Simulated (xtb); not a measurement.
# Geometry relaxation of Si2N2H8S (part 1 of 5)

System: Si2N2H8S, SMILES N[SiH2]S[SiH2]N.
Method: GFN1-xTB (xtb 6.7.1).

The geometry comes from this level: PBE0-D4/def2-TZVP.

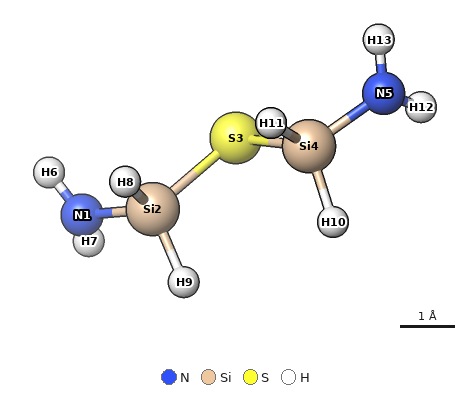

Fig. 1: The starting structure (ball-and-stick view, seen at a tilt; atoms are numbered from 1 in the order of the input). Bond lengths as drawn: H–N 1.01 Å, H–Si 1.48 Å, N–Si 1.71 Å and S–Si 2.15 Å.

Input file (input.xyz)
```
13
H8N2SSi2
N     -1.64800     1.80680     2.04740
Si    -1.27120     0.56360     0.93450
S      0.74070     0.69700     0.19110
Si     0.75680    -1.02920    -1.08870
N      2.26730    -1.26960    -1.85470
H     -1.22170     1.79860     2.96060
H     -1.75780     2.75140     1.71390
H     -1.43550    -0.74140     1.62240
H     -2.20980     0.66960    -0.21040
H     -0.27150    -0.84940    -2.14370
H      0.45570    -2.22890    -0.26810
H      2.55670    -0.63790    -2.58470
H      3.05870    -1.56550    -1.30510
```

Run on 1 thread of Arm Neoverse N1, 98 GiB of memory available, shared host.

Run as:
```bash
xtb input.xyz --gfn1 --ohess vtight > run.log 2> xtb.err
```

What the program printed
```
* xtb version 6.7.1
   ID    Z sym.   atoms
    1    7 N      1, 5
    2   14 Si     2, 4
    3   16 S      3
    4    1 H      6-13

           -------------------------------------------------
          |                Calculation Setup                |
           -------------------------------------------------

          program call               : xtb input.xyz --gfn1 --ohess vtight
          coordinate file            : input.xyz
          omp threads                :                     1

########################################################################
[WARNING] Please study the warnings concerning your input carefully
-1- prog_main_parseArguments: The use of '--gfn1' is discouraged, please use '--gfn 1' next time
########################################################################

           -------------------------------------------------
          |                 G F N 1 - x T B                 |
           -------------------------------------------------

      * Hamiltonian:
        H0-scaling (s, p, d)           1.850000    2.250000    2.000000
        zeta-weighting                 0.000000
      * Dispersion:
        s8                             2.400000
        a1                             0.630000
        a2                             5.000000
        s9                             0.000000
      * Repulsion:
        kExp                           1.500000
        rExp                           1.000000
      * Coulomb:
        alpha                          2.000000
        third order                    atomic
        anisotropic                    false
      * Halogen bond correction:
        rad-scale                      1.300000
        damping                        0.440000

          ...................................................
          :                      SETUP                      :
          :.................................................:
          :  # basis functions                  54          :
          :  # atomic orbitals                  51          :
          :  # shells                           29          :
          :  # electrons                        32          :
          :  # halogen bonds                     0          :
          :  max. iterations                   250          :
          :  Hamiltonian                  GFN1-xTB          :
          :  restarted?                      false          :
          :  GBSA solvation                  false          :
          :  PC potential                    false          :
          :  electronic temp.          300.0000000     K    :
          :  accuracy                    1.0000000          :
          :  -> integral cutoff          0.2500000E+02      :
          :  -> integral neglect         0.1000000E-07      :
          :  -> SCF convergence          0.1000000E-05 Eh   :
          :  -> wf. convergence          0.2000000E-04 e    :
          :  Broyden damping             0.4000000          :
          :  net charge                          0          :
          :  unpaired electrons                  0          :
          ...................................................

 iter      E             dE          RMSdq      gap      omega  full diag
   1    -18.4274401 -0.184274E+02  0.637E+00    5.15       0.0  T
   2    -18.4607619 -0.333218E-01  0.379E+00    5.97       1.0  T
   3    -18.4528130  0.794890E-02  0.106E+00    5.54       1.0  T
   4    -18.4646510 -0.118380E-01  0.230E-01    5.96       1.0  T
   5    -18.4650752 -0.424257E-03  0.398E-02    5.90       1.0  T
   6    -18.4650803 -0.503254E-05  0.128E-02    5.90       2.2  T
   7    -18.4650806 -0.276850E-06  0.939E-04    5.90      29.5  T
   8    -18.4650806 -0.529296E-08  0.295E-04    5.90      94.0  T
   9    -18.4650806 -0.607749E-09  0.235E-05    5.90    1178.3  T
  10    -18.4650806 -0.998313E-12  0.359E-06    5.90    7724.2  T

   *** convergence criteria satisfied after 10 iterations ***

         #    Occupation            Energy/Eh            Energy/eV
      -------------------------------------------------------------
         1        2.0000           -0.8272141             -22.5096
       ...           ...                  ...                  ...
        10        2.0000           -0.4543795             -12.3643
        11        2.0000           -0.4534780             -12.3398
        12        2.0000           -0.4371034             -11.8942
        13        2.0000           -0.4227184             -11.5028
        14        2.0000           -0.4165044             -11.3337
        15        2.0000           -0.4049297             -11.0187
        16        2.0000           -0.4034160             -10.9775 (HOMO)
        17                         -0.1865564              -5.0765 (LUMO)
        18                         -0.1507802              -4.1029
        19                         -0.1396724              -3.8007
        20                         -0.1330322              -3.6200
        21                         -0.1127312              -3.0676
       ...                                ...                  ...
        51                          1.5988769              43.5077
      -------------------------------------------------------------
                  HL-Gap            0.2168596 Eh            5.9011 eV
             Fermi-level           -0.2949862 Eh           -8.0270 eV

 SCC (total)                   0 d,  0 h,  0 min,  0.020 sec
 SCC setup                      ...        0 min,  0.000 sec (  0.630%)
 Dispersion                     ...        0 min,  0.000 sec (  0.254%)
 classical contributions        ...        0 min,  0.000 sec (  0.069%)
 integral evaluation            ...        0 min,  0.004 sec ( 21.547%)
 iterations                     ...        0 min,  0.006 sec ( 32.310%)
 molecular gradient             ...        0 min,  0.009 sec ( 44.192%)
 printout                       ...        0 min,  0.000 sec (  0.926%)

         :::::::::::::::::::::::::::::::::::::::::::::::::::::
         ::                     SUMMARY                     ::
         :::::::::::::::::::::::::::::::::::::::::::::::::::::
         :: total energy             -18.310505031611 Eh    ::
         :: gradient norm              0.044921553677 Eh/a0 ::
         :: HOMO-LUMO gap              5.901050320838 eV    ::
         ::.................................................::
         :: SCC energy               -18.465080557084 Eh    ::
         :: -> electrostatic           0.041688775272 Eh    ::
         :: repulsion energy           0.159941374334 Eh    ::
         :: dispersion energy         -0.005365848862 Eh    ::
         :: halogen bond corr.         0.000000000000 Eh    ::
         :: add. restraining           0.000000000000 Eh    ::
         :: total charge               0.000000000000 e     ::
         :::::::::::::::::::::::::::::::::::::::::::::::::::::

      -----------------------------------------------------------
     |                   =====================                   |
     |                        A N C O P T                        |
     |                   =====================                   |
     |               Approximate Normal Coordinate               |
     |                Rational Function Optimizer                |
      -----------------------------------------------------------

          ...................................................
          :                      SETUP                      :
          :.................................................:
          :   optimization level         verytight          :
          :   max. optcycles                   260          :
          :   ANC micro-cycles                  20          :
          :   degrees of freedom                33          :
          :.................................................:
          :   RF solver                   davidson          :
          :   write xtbopt.log                true          :
          :   linear?                        false          :
          :   energy convergence         0.1000000E-06 Eh   :
          :   grad. convergence          0.2000000E-03 Eh/α :
          :   maximum RF displ.          1.0000000          :
          :   Hlow (freq-cutoff)         0.1000000E-01      :
          :   Hmax (freq-cutoff)         5.0000000          :
          :   S6 in model hess.         20.0000000          :
          ...................................................

generating ANC from exact Hessian ...
Using Lindh-Hessian (1995)
 Shifting diagonal of input Hessian by    1.0529068064596065E-002
 Lowest  eigenvalues of input Hessian
    0.010000    0.010480    0.010514    0.000000    0.000000    0.000000
    0.000000    0.000000    0.000000    0.012612    0.014690    0.014765
    0.018726    0.021902    0.022237    0.030654    0.032422    0.032543
 Highest eigenvalues
    0.672689    0.675316    1.397913    1.398329    1.594728    1.596453

........................................................................
.............................. CYCLE    1 ..............................
........................................................................

 iter      E             dE          RMSdq      gap      omega  full diag
   1    -18.4650806 -0.184651E+02  0.909E-07    5.90       0.0  T
   2    -18.4650806 -0.461853E-13  0.360E-07    5.90   77116.2  T
   3    -18.4650806 -0.142109E-13  0.104E-07    5.90  100000.0  T
     SCC iter.                  ...        0 min,  0.002 sec
     gradient                   ...        0 min,  0.009 sec
 * total energy  :   -18.3105050 Eh     change       -0.3090861E-12 Eh
   gradient norm :     0.0449216 Eh/α   predicted     0.0000000E+00 (-100.00%)
   displ. norm   :     0.3246318 α      lambda       -0.1041126E-01
   maximum displ.:     0.1625177 α      in ANC's #1, #20, #16, ...

........................................................................
.............................. CYCLE    2 ..............................
........................................................................

 iter      E             dE          RMSdq      gap      omega  full diag
   1    -18.4819329 -0.184819E+02  0.249E-01    5.86       0.0  T
   2    -18.4827270 -0.794038E-03  0.101E-01    5.87       1.0  T
   3    -18.4828661 -0.139099E-03  0.420E-02    5.85       1.0  T
   4    -18.4828683 -0.223981E-05  0.161E-02    5.85       1.7  T
   5    -18.4828685 -0.148202E-06  0.265E-03    5.85      10.5  T
   6    -18.4828685 -0.180629E-07  0.161E-04    5.85     172.0  T
   7    -18.4828685 -0.154401E-09  0.532E-06    5.85    5214.4  T
     SCC iter.                  ...        0 min,  0.004 sec
     gradient                   ...        0 min,  0.009 sec
 * total energy  :   -18.3165723 Eh     change       -0.6067306E-02 Eh
   gradient norm :     0.0265256 Eh/α   predicted    -0.5754226E-02 (  -5.16%)
   displ. norm   :     0.4186165 α      lambda       -0.4543869E-02
   maximum displ.:     0.3506703 α      in ANC's #1, #4, #16, ...

........................................................................
.............................. CYCLE    3 ..............................
........................................................................

 iter      E             dE          RMSdq      gap      omega  full diag
   1    -18.4857442 -0.184857E+02  0.389E-02    5.86       0.0  T
   2    -18.4857538 -0.959228E-05  0.195E-02    5.86       1.4  T
   3    -18.4857556 -0.174911E-05  0.691E-03    5.86       4.0  T
   4    -18.4857560 -0.396356E-06  0.808E-04    5.86      34.3  T
   5    -18.4857560 -0.172442E-08  0.315E-04    5.86      88.1  T
   6    -18.4857560 -0.141462E-09  0.141E-04    5.86     196.8  T
   7    -18.4857560 -0.164562E-10  0.161E-05    5.86    1720.5  T
     SCC iter.                  ...        0 min,  0.004 sec
     gradient                   ...        0 min,  0.009 sec
 * total energy  :   -18.3198751 Eh     change       -0.3302724E-02 Eh
   gradient norm :     0.0152561 Eh/α   predicted    -0.2670071E-02 ( -19.16%)
   displ. norm   :     0.4733423 α      lambda       -0.2614915E-02
   maximum displ.:     0.4318168 α      in ANC's #1, #4, #16, ...

........................................................................
.............................. CYCLE    4 ..............................
........................................................................

 iter      E             dE          RMSdq      gap      omega  full diag
   1    -18.4897260 -0.184897E+02  0.310E-02    5.91       0.0  T
   2    -18.4897352 -0.918050E-05  0.830E-03    5.92       3.3  T
   3    -18.4897358 -0.605015E-06  0.627E-03    5.92       4.4  T
   4    -18.4897359 -0.113421E-06  0.220E-03    5.92      12.6  T
   5    -18.4897359 -0.121067E-08  0.201E-04    5.92     137.7  T
   6    -18.4897359 -0.161336E-09  0.432E-05    5.92     642.6  T
   7    -18.4897359 -0.108358E-11  0.472E-07    5.92   58777.2  T
     SCC iter.                  ...        0 min,  0.004 sec
     gradient                   ...        0 min,  0.009 sec
 * total energy  :   -18.3217993 Eh     change       -0.1924201E-02 Eh
   gradient norm :     0.0123493 Eh/α   predicted    -0.1600377E-02 ( -16.83%)
   displ. norm   :     0.3668033 α      lambda       -0.1323054E-02
   maximum displ.:     0.3511538 α      in ANC's #1, #14, #16, ...

........................................................................
.............................. CYCLE    5 ..............................
........................................................................
```
